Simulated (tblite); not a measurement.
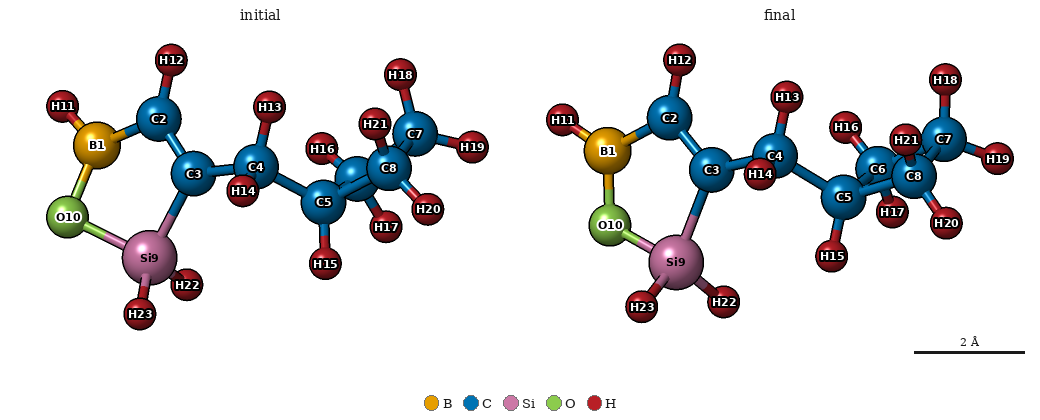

The structure of C₇H₁₃BOSi before (left) and after (right) a relaxation, at one scale.

Style: ball-and-stick. Shown at a tilt.

Computed with GFN2-xTB geometry optimisation, gas phase (tblite 0.8.0). 

### What changed between the two?

The largest move after the best rigid fit is that of O10, 0.59 Å. Largest moves by element: O 0.59 Å, H 0.55 Å, C 0.21 Å, B 0.20 Å, Si 0.15 Å. Some distances before and after: B1–O10 1.471 → 1.355 Å, Si9–O10 1.733 → 1.651 Å, C5–C6 1.485 → 1.540 Å, C3–Si9 1.844 → 1.898 Å. Among the angles between lasting bonds that change: B1–O10–Si9 98.1° → 115.2°, C4–C5–C6 121.0° → 114.2°, C4–C5–C8 107.8° → 114.5°. Groups turn about Si9–O10 by about 35°, B1–O10 by about 30°, C3–Si9 by about 25°. The energy falls by 1.327 eV in 111 geometry steps.
